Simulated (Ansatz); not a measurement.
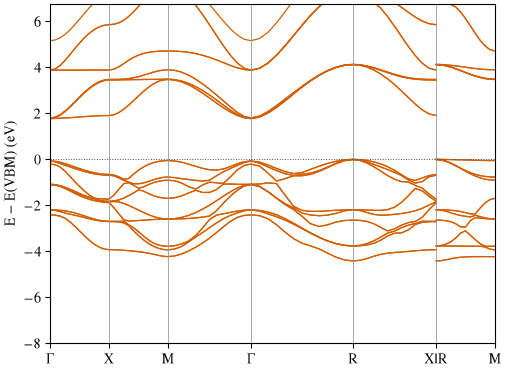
Fig. 1. Band structure from the program Ansatz at the PBE with spin–orbit coupling level (PAW)

Problem. Read off the gap and where the band edges lie.

Solution. About 1.8 eV (1.77 eV by a search for the band edges); maximum at R, minimum at Γ.

The material is BaTiO$_{3}$ (cubic perovskite, Pm-3m).

This is a known high-temperature phase of the composition, computed here at zero pressure and temperature. The cell was relaxed with PBE under the symmetry of its start; whether a distortion lowers the energy is not shown. No spin polarisation was allowed.

Potentials: the earlier of the program's two PAW sets.
